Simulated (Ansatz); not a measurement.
## Electronic structure of BH2···H2 (doublet) in real space

The calculation's input:

```
crystal:
  periodic: [false, false, false]
  atoms:
    - { symbol: B, position_ang: [0.0, 2.0e-06, -0.362764] }
    - { symbol: H, position_ang: [0.0, -4.0e-06, 2.033655] }
    - { symbol: H, position_ang: [1.085007, -1.0e-06, -0.888528] }
    - { symbol: H, position_ang: [-1.085007, -1.0e-06, -0.888528] }
    - { symbol: H, position_ang: [0.0, 3.0e-06, 2.756166] }
magnetization:
  spin_polarized: true
  initial_magnetization: 1
basis:
  gaussian: { orbitals: def2-SVP }
hamiltonian:
  xc: pbe0
  dispersion: d4
relax:
  f_tol: 0.03
  max_steps: 50
output:
  orbitals: {}
```

Run with:

```sh
ansatz run input.yaml --threads 1 --pin off --max-ram 2048MiB --backend cpu --events-out ev --progress --plain --runs-dir out
```

The fields are those of the relaxed geometry.

Level of theory: UKS PBE0-D4/def2-SVP (Ansatz).

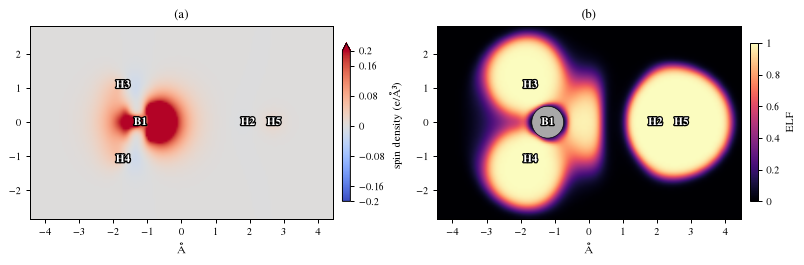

Figure 1. (a) spin density (α minus β); (b) ELF on the molecular plane. Grey discs cover the atomic cores in the ELF map.

### Describe what can be read from this map.

- The plane passes through B and H nuclei.
- B1···H2 (3.15 Å): the ELF dips to about 0 between them (a weak contact between the two molecules).
- H–H (0.76 Å): the ELF peaks at about 1 between the atoms.
- B–H (1.20 Å): the ELF climbs to about 1 towards the hydrogen, as it does in any bond to H: an ordinary covalent bond to hydrogen.
- The ELF also peaks beside B1, away from the bonds: non-bonding electrons, paired or unpaired.
- The unpaired spin (1 electron) lies mostly on B1 (about 0.8), in electrons by Hirshfeld's partition.

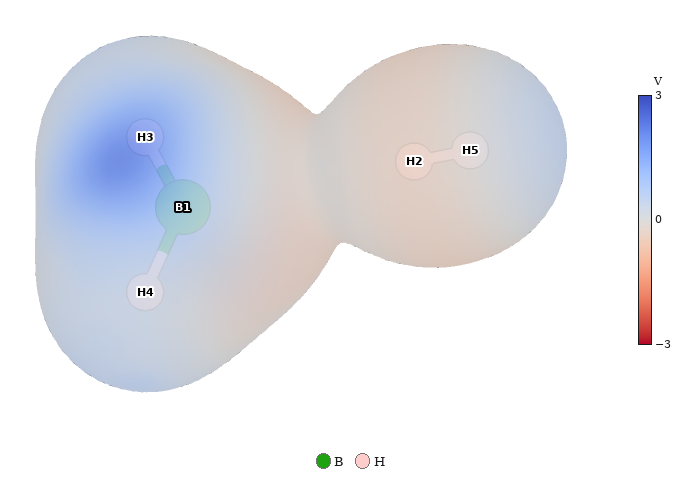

Figure 2. The molecular electrostatic potential painted on the density surface at 0.002 e/bohr³, seen at a tilt; red is negative and blue positive.

### Describe the electrostatic potential map.

The most negative region (about −0.4 V) lies over H2 and H5, the most positive (about +2.1 V) over B1.

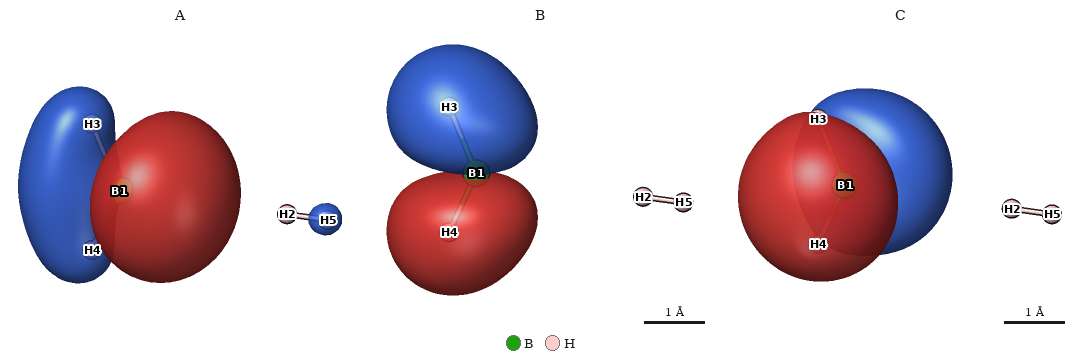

Figure 3. Three frontier orbitals at ±0.1 Å⁻³ᐟ² (red and blue are the two phases), in no order.

### Which picture is the HOMO−1, the HOMO and the LUMO? All are α orbitals.

B is the HOMO−1 (α) (−10.57 eV). It lies mainly on B1 (about 45 %), H3 (about 25 %) and H4 (about 25 %); it is symmetric in the molecular plane (an in-plane orbital: σ, lone-pair or in-plane π type). A is the HOMO (α) (−6.21 eV). Its weight (Hirshfeld) is mainly on B1 (about 80 %), H3 (about 10 %) and H4 (about 10 %); it is symmetric in the molecular plane (an in-plane orbital: σ, lone-pair or in-plane π type). C is the LUMO (α) (−2.34 eV). Its weight (Hirshfeld) is mainly on B1 (about 85 %), H3 (about 10 %) and H4 (about 10 %); it changes sign across the molecular plane (π type).

### What is the gap between the highest occupied and lowest empty α orbitals?

3.87 eV between the orbital energies.

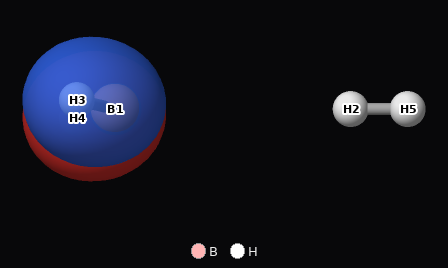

Figure 4. The HOMO−1 (α) at ±0.2 Å⁻³ᐟ² (red and blue are the two phases), seen from one side.

### What is the character of this orbital?

By Hirshfeld shares it lies mainly on B1 (about 45 %), H3 (about 25 %) and H4 (about 25 %); it is symmetric in the molecular plane (an in-plane orbital: σ, lone-pair or in-plane π type). Its energy is −10.57 eV.
